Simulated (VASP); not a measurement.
Band structure of Li₂S (antifluorite). Computed with PW91 GGA, VASP's PBE PAW potentials (set 64) (plane waves; VASP).

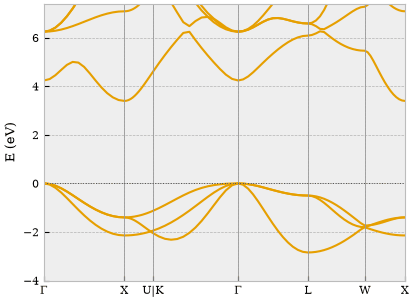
*Bands along high-symmetry lines, zero at the valence-band maximum or, without a gap, the Fermi level*

Question: Read the plot: is there a gap, and where are the band edges?

Answer: The gap is indirect, 3.40 eV, from the valence maximum at Γ to the conduction minimum at X. (Edges off the drawn lines would not show.)

The compound is Li2S in the antifluorite structure. It was relaxed first.
